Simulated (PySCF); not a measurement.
# C₃H₃F₃: NMR shifts at several levels of theory, part 2 of 2

PySCF 2.14.0. Atoms count from 0.

### Step 6. Shielding tensors: CAM-B3LYP/pcSseg-2

What the job is given:

```
{"job": {"kind": "nmr", "xc": "CAM-B3LYP", "basis": "pcSseg-2", "pop": false}, "charge": 0, "multiplicity": 1}
C     -1.082298     0.457455    -0.734785
C     -0.207664     0.505497     0.264796
C      0.838574    -0.537920     0.490321
F      0.793263    -1.512922    -0.418243
F      2.064989    -0.003941     0.449459
F      0.698688    -1.100113     1.696897
H     -1.834347     1.239071    -0.863817
H     -1.074087    -0.365146    -1.454389
H     -0.197123     1.318014     0.997003
```

Level: GIAO CAM-B3LYP/pcSseg-2 NMR shielding, non-relativistic, gas phase.

The log of the run:

```text
coarse grid: 8376 points
cycle   1  E = -415.5432422330  dE =  9.758e-01  |g| = 9.661e-01  |ddm| = 1.994e+00
cycle   2  E = -415.4752456361  dE =  6.800e-02  |g| = 1.250e+00  |ddm| = 8.461e-01
cycle   3  E = -415.6958293602  dE = -2.206e-01  |g| = 6.175e-02  |ddm| = 4.560e-01
cycle   4  E = -415.6963806362  dE = -5.513e-04  |g| = 3.375e-02  |ddm| = 5.544e-02
cycle   5  E = -415.6966184968  dE = -2.379e-04  |g| = 7.890e-03  |ddm| = 2.602e-02
cycle   6  E = -415.6966311126  dE = -1.262e-05  |g| = 2.475e-03  |ddm| = 5.937e-03
cycle   7  E = -415.6966324650  dE = -1.352e-06  |g| = 4.037e-04  |ddm| = 1.698e-03
final grid: 84552 points
cycle   8  E = -415.6917976233  dE = -5.578e-05  |g| = 3.898e-03  |ddm| = 2.355e-02
cycle   9  E = -415.6917974770  dE =  1.463e-07  |g| = 4.210e-03  |ddm| = 3.638e-03
cycle  10  E = -415.6918001616  dE = -2.685e-06  |g| = 3.697e-04  |ddm| = 1.766e-03
cycle  11  E = -415.6918001762  dE = -1.468e-08  |g| = 1.896e-04  |ddm| = 2.880e-04
cycle  12  E = -415.6918001837  dE = -7.451e-09  |g| = 2.974e-05  |ddm| = 1.135e-04
cycle  13  E = -415.6918001839  dE = -1.814e-10  |g| = 1.107e-05  |ddm| = 2.555e-05
converged SCF energy = -415.6918001839

GIAO shielding tensors (ppm)
atom      isotropic    diamagn.    paramagn.     s11        s22        s33       span
  0 C       46.595     251.539    -204.944    -81.338     49.547    171.577    252.915
  1 C       39.609     256.035    -216.426    -84.817     62.848    140.796    225.613
  2 C       48.665     237.800    -189.136     42.720     48.595     54.679     11.959
  3 F      271.463     471.476    -200.013    182.241    291.317    340.830    158.589
  4 F      249.614     468.865    -219.251    163.610    248.793    336.439    172.829
  5 F      249.438     468.713    -219.275    163.481    248.445    336.389    172.908
  6 H       25.441      29.885      -4.444     22.964     24.844     28.515      5.551
  7 H       25.072      30.898      -5.826     21.506     24.060     29.650      8.144
  8 H       25.134      30.848      -5.714     23.708     23.921     27.775      4.067
```

Run time: 33 s. Hardware: 1 thread, shared host.

This run: δ C1 142.9, C0 136.0, C2 133.9, F3 -70.8, H7 6.27, H8 6.20 ppm (means over like atoms).

### Step 7. Shielding tensors: wB97X-D/pcSseg-2

Same as in step 6 but for these lines:

```diff
@@ -1,2 +1,2 @@
-{"job": {"kind": "nmr", "xc": "CAM-B3LYP", "basis": "pcSseg-2", "pop": false}, "charge": 0, "multiplicity": 1}
+{"job": {"kind": "nmr", "xc": "wB97X-D", "basis": "pcSseg-2", "pop": false}, "charge": 0, "multiplicity": 1}
 C     -1.082298     0.457455    -0.734785
```

Level: GIAO wB97X-D/pcSseg-2 NMR shielding, non-relativistic, gas phase.

The log of the run:

```text
coarse grid: 8376 points
cycle   1  E = -415.5384022828  dE =  9.911e-01  |g| = 9.641e-01  |ddm| = 2.019e+00
cycle   2  E = -415.5130027457  dE =  2.540e-02  |g| = 1.131e+00  |ddm| = 8.057e-01
cycle   3  E = -415.6924849753  dE = -1.795e-01  |g| = 5.623e-02  |ddm| = 4.099e-01
cycle   4  E = -415.6929796907  dE = -4.947e-04  |g| = 2.831e-02  |ddm| = 5.023e-02
cycle   5  E = -415.6931499124  dE = -1.702e-04  |g| = 7.018e-03  |ddm| = 2.408e-02
cycle   6  E = -415.6931608356  dE = -1.092e-05  |g| = 2.160e-03  |ddm| = 5.764e-03
cycle   7  E = -415.6931619066  dE = -1.071e-06  |g| = 4.609e-04  |ddm| = 1.706e-03
final grid: 84552 points
cycle   8  E = -415.6910829799  dE = -2.018e-04  |g| = 1.146e-02  |ddm| = 4.496e-02
cycle   9  E = -415.6910831807  dE = -2.008e-07  |g| = 1.171e-02  |ddm| = 8.721e-03
cycle  10  E = -415.6911000873  dE = -1.691e-05  |g| = 7.842e-04  |ddm| = 3.909e-03
cycle  11  E = -415.6911001872  dE = -9.997e-08  |g| = 3.677e-04  |ddm| = 6.186e-04
cycle  12  E = -415.6911002140  dE = -2.680e-08  |g| = 8.027e-05  |ddm| = 2.849e-04
cycle  13  E = -415.6911002155  dE = -1.483e-09  |g| = 1.837e-05  |ddm| = 6.356e-05
cycle  14  E = -415.6911002157  dE = -1.658e-10  |g| = 7.117e-06  |ddm| = 3.303e-05
converged SCF energy = -415.6911002157

GIAO shielding tensors (ppm)
atom      isotropic    diamagn.    paramagn.     s11        s22        s33       span
  0 C       49.488     253.402    -203.913    -76.484     52.042    172.906    249.390
  1 C       42.827     257.661    -214.834    -79.803     64.992    143.291    223.094
  2 C       52.085     239.176    -187.091     45.821     51.925     58.508     12.687
  3 F      274.363     470.540    -196.177    187.362    293.607    342.120    154.758
  4 F      253.024     468.053    -215.028    169.307    252.280    337.487    168.180
  5 F      252.853     467.906    -215.052    169.170    251.941    337.449    168.280
  6 H       25.454      29.631      -4.177     22.962     24.892     28.508      5.546
  7 H       25.099      30.947      -5.849     21.512     24.111     29.674      8.162
  8 H       25.159      30.826      -5.667     23.741     23.972     27.763      4.022
```

Run time: 34 s. Hardware: 1 thread, shared host.

Key values: δ C1 141.6, C0 134.9, C2 132.3, F3 -73.7, H7 6.26, H8 6.20 ppm (means over like atoms).

### Step 8. Nuclear shieldings: LC-wPBE/pcSseg-2

Same as in step 7 but for these lines:

```diff
@@ -1,2 +1,2 @@
-{"job": {"kind": "nmr", "xc": "wB97X-D", "basis": "pcSseg-2", "pop": false}, "charge": 0, "multiplicity": 1}
+{"job": {"kind": "nmr", "xc": "LC-wPBE", "basis": "pcSseg-2", "pop": false}, "charge": 0, "multiplicity": 1}
 C     -1.082298     0.457455    -0.734785
```

Method: GIAO LC-wPBE/pcSseg-2 NMR shielding, non-relativistic, gas phase.

The log of the run:

```text
coarse grid: 8376 points
cycle   1  E = -415.4082038357  dE =  1.066e+00  |g| = 9.940e-01  |ddm| = 1.991e+00
cycle   2  E = -415.4090086465  dE = -8.048e-04  |g| = 1.107e+00  |ddm| = 8.023e-01
cycle   3  E = -415.5766023696  dE = -1.676e-01  |g| = 5.871e-02  |ddm| = 3.834e-01
cycle   4  E = -415.5772010199  dE = -5.987e-04  |g| = 2.456e-02  |ddm| = 4.694e-02
cycle   5  E = -415.5773298728  dE = -1.289e-04  |g| = 5.828e-03  |ddm| = 2.291e-02
cycle   6  E = -415.5773380656  dE = -8.193e-06  |g| = 2.055e-03  |ddm| = 5.558e-03
final grid: 84552 points
cycle   7  E = -415.5785046649  dE = -1.637e-04  |g| = 1.061e-02  |ddm| = 3.828e-02
cycle   8  E = -415.5785041064  dE =  5.585e-07  |g| = 1.160e-02  |ddm| = 8.047e-03
cycle   9  E = -415.5785213273  dE = -1.722e-05  |g| = 4.062e-04  |ddm| = 3.839e-03
cycle  10  E = -415.5785213591  dE = -3.179e-08  |g| = 2.437e-04  |ddm| = 4.937e-04
cycle  11  E = -415.5785213723  dE = -1.314e-08  |g| = 4.474e-05  |ddm| = 1.553e-04
cycle  12  E = -415.5785213728  dE = -5.007e-10  |g| = 2.213e-05  |ddm| = 4.316e-05
converged SCF energy = -415.5785213728

GIAO shielding tensors (ppm)
atom      isotropic    diamagn.    paramagn.     s11        s22        s33       span
  0 C       47.912     252.777    -204.865    -85.058     51.418    177.376    262.434
  1 C       42.918     257.002    -214.084    -85.382     67.158    146.979    232.361
  2 C       52.794     239.422    -186.628     44.998     53.112     60.273     15.275
  3 F      275.461     470.607    -195.146    188.969    295.899    341.517    152.548
  4 F      255.721     467.796    -212.075    171.940    257.247    337.976    166.036
  5 F      255.560     467.635    -212.075    171.826    256.915    337.939    166.113
  6 H       25.260      29.815      -4.555     22.630     24.731     28.421      5.792
  7 H       24.916      31.005      -6.089     21.180     23.926     29.643      8.464
  8 H       25.023      30.938      -5.915     23.576     23.796     27.697      4.121
```

Run time: 39 s. Hardware: 1 thread, shared host.

Key values: δ C1 145.4, C0 140.4, C2 135.5, F3 -58.6, H7 6.40, H8 6.29 ppm (means over like atoms).

### Step 9. Comparing the runs: NMR shifts

Shifts (ppm), means over like atoms, with basis size and wall time (the measured row can stand on another reference than the computed rows):

| run | C1 | C2 | C0 | H7 | H8 | H6 | F3 | functions | time |
| --- | --- | --- | --- | --- | --- | --- | --- | --- | --- |
| WP04/pcSseg-2 | 137.4 | 137.0 | 132.8 | 5.98 | 5.89 | 5.64 | -78.3 | 258 | 28 s |
| B97-2/pcSseg-2 | 137.1 | 130.8 | 130.4 | 6.16 | 6.14 | 5.80 | -81.5 | 258 | 27 s |
| BHandHLYP/pcSseg-2 | 139.9 | 126.8 | 134.8 | 6.26 | 6.12 | 5.89 | -68.0 | 258 | 26 s |
| CAM-B3LYP/pcSseg-2 | 142.9 | 133.9 | 136.0 | 6.27 | 6.20 | 5.90 | -70.8 | 258 | 33 s |
| wB97X-D/pcSseg-2 | 141.6 | 132.3 | 134.9 | 6.26 | 6.20 | 5.90 | -73.7 | 258 | 34 s |
| LC-wPBE/pcSseg-2 | 145.4 | 135.5 | 140.4 | 6.40 | 6.29 | 6.06 | -58.6 | 258 | 39 s |
| measured | – | – | – | 5.85 | 5.90 | 5.56 | -66.9 | – | – |

Measured: solution, not stated per compound (mostly CDCl3 or CCl4); Pretsch, Buehlmann, Badertscher, Structure Determination of Organic Compounds, 4th ed. (2009); G. Saielli, R. Bini, A. Bagno, Computational 19F NMR. 2. Organic compounds, RSC Adv. 2014, ESI (exp. from Berger-Braun-Kalinowski 1994 and Everett 1995).

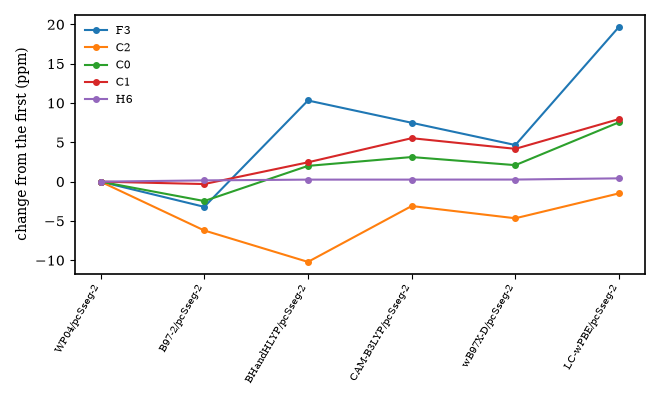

How five of the tabulated atoms move from run to run.

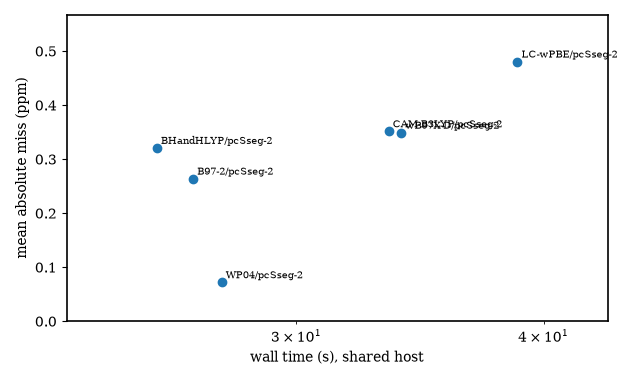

Cost against miss for the 3 measured 1H shifts.

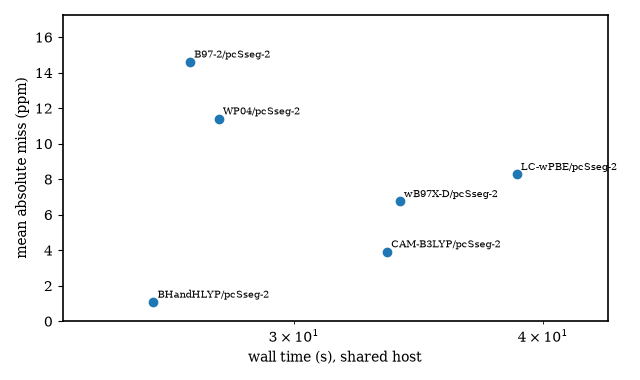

Cost against miss for the one measured 19F shift.

### Step 10. Outcome

The summary covers parts 1 to 2.

| quantity | value |
| --- | --- |
| point group | Cs |
| rotational constants (main isotopes) | 5.48, 2.96, 2.88 GHz |
| 13C shifts against TMS (WP04/pcSseg-2) | 137.4, 137.0, 132.8 ppm |
| 1H shifts against TMS (WP04/pcSseg-2) | 5.98, 5.89, 5.64 ppm |
| 19F shifts against CFCl3 (WP04/pcSseg-2, means over atoms taken as alike) | -78.3 ppm |
| measured, and computed on the same scale | H8 δ 5.90, 5.89; H6 δ 5.56, 5.64; H7 δ 5.85, 5.98; F3 δ -66.9, -78.3 ppm |
| range of the shift of F3 | -81.5 to -58.6 ppm |

In words: Single values in the summary come from the first run of each kind that ended normally (WP04/pcSseg-2), which need not be the best level. The optimisation took 9 steps and gained 0.049 eV; among the close pairs (by a distance rule), C2–F3 changed most, from 1.356 to 1.333 Å. At WP04/pcSseg-2: The largest span, 243 ppm, is at C0, where the paramagnetic term is -214 ppm. 3 measured 1H shifts can be compared: mean absolute error 0.07 ppm, mean signed error +0.07 ppm. The one measured 19F shift is missed by -11.4 ppm (computed less measured, unscaled). Vibration, temperature and solvent are missing from the calculation, and it holds one conformer, so part of the miss against the measured shifts is not the functional's. For the 3 measured 1H shifts, WP04/pcSseg-2 misses least (0.07 ppm, 28 s) and LC-wPBE/pcSseg-2 most (0.48 ppm, 39 s); the quickest, BHandHLYP/pcSseg-2, misses by 0.32 ppm in 26 s. For the one measured 19F shift, BHandHLYP/pcSseg-2 misses least (1.1 ppm, 26 s) and B97-2/pcSseg-2 most (14.6 ppm, 27 s). One molecule ranks no method: errors cancel, and vibration and temperature are missing from all runs.
